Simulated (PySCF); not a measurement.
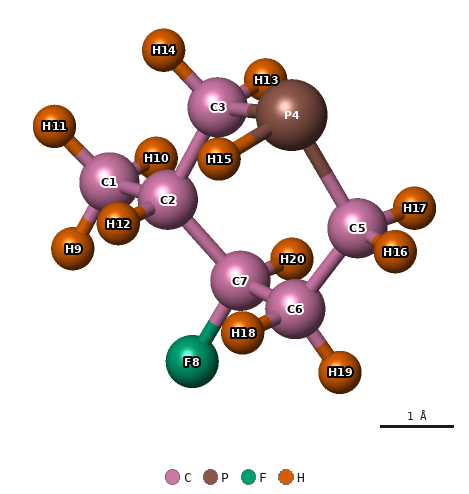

Fig. 1: The structure as given in the input (ball-and-stick view, seen at a tilt; atoms are numbered from 1 in the order of the input).

**C$_{6}$H$_{12}$FP: a changed input and its effect**

System: C$_{6}$H$_{12}$FP.
Method of run A: GIAO PBE0/pcSseg-1 NMR shielding, non-relativistic, IEF-PCM benzene (PySCF 2.14.0).

The geometry comes from this level: PBE0-D3(BJ)/def2-SVP. Text and figures count atoms from 1; the logs count them from 0 in places.

## The input, run A
```
{"job": {"kind": "nmr", "xc": "PBE0", "basis": "pcSseg-1", "solvent": "benzene", "pop": true}, "charge": 0, "multiplicity": 1}
C     -2.124880    -0.617723    -0.277510
C     -0.723922    -0.240281     0.187618
C     -0.505326     1.271791     0.117140
P      1.153062     1.911880     0.661405
C      2.216079     0.677826    -0.238100
C      1.757827    -0.769167    -0.129168
C      0.336640    -0.986585    -0.612124
F      0.070727    -2.342913    -0.549541
H     -2.282206    -1.702614    -0.209314
H     -2.284717    -0.316978    -1.326250
H     -2.889477    -0.116838     0.335429
H     -0.605548    -0.557324     1.240381
H     -0.655319     1.627704    -0.918397
H     -1.269744     1.789298     0.719491
H      1.173210     1.244415     1.929298
H      3.247003     0.791209     0.133173
H      2.241294     1.001176    -1.293727
H      1.820188    -1.109567     0.918472
H      2.417320    -1.429589    -0.716670
H      0.255846    -0.688779    -1.676708
```

The first line tells a small driver script what to run in PySCF; the rest is the geometry in Å.

Launched with:
```bash
OMP_NUM_THREADS=1 python <driver script> task.json out
```

Hardware: 1 CPU thread, shared host.

## Output (run A)
```
coarse grid: 16672 points
cycle   1  E = -676.3918861935  dE =  7.754e-01  |g| = 5.381e-01  |ddm| = 3.888e+00
cycle   2  E = -676.3698962575  dE =  2.199e-02  |g| = 6.725e-01  |ddm| = 9.382e-01
cycle   3  E = -676.4506110787  dE = -8.071e-02  |g| = 5.143e-02  |ddm| = 5.219e-01
cycle   4  E = -676.4509499409  dE = -3.389e-04  |g| = 2.817e-02  |ddm| = 5.716e-02
cycle   5  E = -676.4511130727  dE = -1.631e-04  |g| = 5.898e-03  |ddm| = 2.859e-02
cycle   6  E = -676.4511206596  dE = -7.587e-06  |g| = 2.183e-03  |ddm| = 8.172e-03
final grid: 155248 points
cycle   7  E = -676.5084926232  dE = -5.891e-05  |g| = 1.098e-02  |ddm| = 4.378e-02
cycle   8  E = -676.5084666367  dE =  2.599e-05  |g| = 1.547e-02  |ddm| = 2.367e-02
cycle   9  E = -676.5085223255  dE = -5.569e-05  |g| = 1.137e-03  |ddm| = 1.388e-02
cycle  10  E = -676.5085225346  dE = -2.090e-07  |g| = 3.127e-04  |ddm| = 1.212e-03
cycle  11  E = -676.5085225500  dE = -1.543e-08  |g| = 6.908e-05  |ddm| = 2.818e-04
cycle  12  E = -676.5085225509  dE = -9.711e-10  |g| = 2.355e-05  |ddm| = 8.443e-05
converged SCF energy = -676.5085225509

GIAO shielding tensors (ppm)
atom      isotropic    diamagn.    paramagn.     s11        s22        s33       span
  0 C      163.462     245.942     -82.480    150.039    154.500    185.848     35.808
  1 C      141.402     247.609    -106.207    133.595    142.948    147.663     14.069
  2 C      156.716     251.811     -95.095    142.182    152.039    175.928     33.746
  3 P      406.237     964.479    -558.242    384.885    397.180    436.646     51.761
  4 C      164.015     251.718     -87.704    154.975    164.485    172.584     17.610
  5 C      147.110     247.603    -100.494    138.427    147.539    155.364     16.937
  6 C       87.751     245.195    -157.443     57.307     73.522    132.425     75.117
  7 F      377.671     474.837     -97.166    368.243    376.226    388.544     20.300
  8 H       29.443      29.189       0.255     23.794     28.439     36.096     12.302
  9 H       30.625      29.685       0.940     27.031     28.281     36.562      9.531
 10 H       30.296      29.093       1.203     25.997     28.010     36.880     10.883
 11 H       29.915      32.840      -2.925     26.585     30.191     32.968      6.382
 12 H       30.291      31.580      -1.289     25.970     29.660     35.242      9.271
 13 H       29.785      30.964      -1.179     23.898     29.087     36.371     12.474
 14 H       27.956      29.436      -1.479     25.011     25.998     32.860      7.849
 15 H       29.624      28.307       1.317     23.870     27.360     37.642     13.771
 16 H       29.865      29.972      -0.107     25.612     27.961     36.022     10.409
 17 H       29.802      30.832      -1.030     26.961     28.221     34.225      7.263
 18 H       28.904      29.321      -0.417     23.908     27.650     35.154     11.246
 19 H       27.529      31.926      -4.397     25.212     28.322     29.054      3.843
```

The input of run B differs as follows (lines with − go, lines with + come):
```diff
-"solvent": "benzene"
-"pop": true
+"solvent": "chloroform"
+"pop": false
```

Predict how the results change.

The total energy of run B is 1.1 kcal/mol lower: the change of the electrostatic solvation energy at this fixed geometry, without cavity or dispersion terms. The LUMO goes from 1.02 to 1.08 eV. The dipole moment goes from 0.54 to 0.58 D. Of all shieldings, the largest change is that of F8, by +2.3 ppm. The number of SCF iterations is the same.

## Output (run B)
```
coarse grid: 16672 points
cycle   1  E = -676.3943149454  dE =  7.732e-01  |g| = 5.361e-01  |ddm| = 3.888e+00
cycle   2  E = -676.3732045126  dE =  2.111e-02  |g| = 6.660e-01  |ddm| = 9.201e-01
cycle   3  E = -676.4524201627  dE = -7.922e-02  |g| = 4.972e-02  |ddm| = 5.044e-01
cycle   4  E = -676.4527286273  dE = -3.085e-04  |g| = 2.801e-02  |ddm| = 5.542e-02
cycle   5  E = -676.4528909165  dE = -1.623e-04  |g| = 5.513e-03  |ddm| = 2.790e-02
cycle   6  E = -676.4528974268  dE = -6.510e-06  |g| = 2.102e-03  |ddm| = 7.285e-03
final grid: 155248 points
cycle   7  E = -676.5102616326  dE = -5.930e-05  |g| = 1.084e-02  |ddm| = 4.362e-02
cycle   8  E = -676.5102376614  dE =  2.397e-05  |g| = 1.511e-02  |ddm| = 2.303e-02
cycle   9  E = -676.5102906834  dE = -5.302e-05  |g| = 1.108e-03  |ddm| = 1.323e-02
cycle  10  E = -676.5102908808  dE = -1.975e-07  |g| = 3.044e-04  |ddm| = 1.153e-03
cycle  11  E = -676.5102908952  dE = -1.439e-08  |g| = 6.768e-05  |ddm| = 2.665e-04
cycle  12  E = -676.5102908961  dE = -9.275e-10  |g| = 2.326e-05  |ddm| = 7.984e-05
converged SCF energy = -676.5102908961

GIAO shielding tensors (ppm)
atom      isotropic    diamagn.    paramagn.     s11        s22        s33       span
  0 C      163.768     246.050     -82.282    150.370    154.807    186.127     35.756
  1 C      141.587     247.576    -105.989    133.995    143.215    147.550     13.555
  2 C      157.095     251.816     -94.721    142.407    152.656    176.223     33.816
  3 P      407.813     964.680    -556.867    386.911    398.315    438.213     51.302
  4 C      164.297     251.647     -87.350    155.087    164.954    172.850     17.764
  5 C      147.312     247.663    -100.351    138.563    147.723    155.652     17.089
  6 C       87.595     245.426    -157.830     56.695     73.204    132.887     76.192
  7 F      379.977     475.127     -95.150    370.571    379.196    390.163     19.591
  8 H       29.507      29.274       0.233     23.859     28.506     36.156     12.297
  9 H       30.591      29.679       0.912     26.981     28.249     36.542      9.561
 10 H       30.267      29.082       1.185     25.949     27.981     36.872     10.924
 11 H       29.883      32.831      -2.948     26.549     30.159     32.942      6.393
 12 H       30.231      31.537      -1.306     25.879     29.599     35.217      9.338
 13 H       29.754      30.930      -1.176     23.820     29.056     36.387     12.566
 14 H       27.915      29.486      -1.571     24.970     25.916     32.858      7.888
 15 H       29.595      28.238       1.356     23.802     27.323     37.659     13.857
 16 H       29.803      29.902      -0.099     25.527     27.891     35.992     10.466
 17 H       29.782      30.831      -1.049     26.934     28.206     34.207      7.273
 18 H       28.900      29.301      -0.401     23.897     27.641     35.161     11.264
 19 H       27.451      31.899      -4.449     25.136     28.255     28.960      3.824
```

## The two runs side by side

| quantity | run A | run B |
| --- | --- | --- |
| outcome | converged | converged |
| total energy (hartree) | −676.508523 | −676.510291 |
| HOMO (eV) | −6.88 | −6.88 |
| LUMO (eV) | 1.02 | 1.08 |
| dipole moment (D) | 0.54 | 0.58 |
| shielding of C1 (ppm) | 163.5 | 163.8 |
| shielding of C2 (ppm) | 141.4 | 141.6 |
| shielding of C3 (ppm) | 156.7 | 157.1 |
| shielding of P4 (ppm) | 406.2 | 407.8 |
| shielding of C5 (ppm) | 164.0 | 164.3 |
| shielding of C6 (ppm) | 147.1 | 147.3 |
| shielding of F8 (ppm) | 377.7 | 380.0 |
| SCF iterations | 12 | 12 |
| basis functions | 203 | 203 |
| wall time (shared host) | 31 s | 29 s |
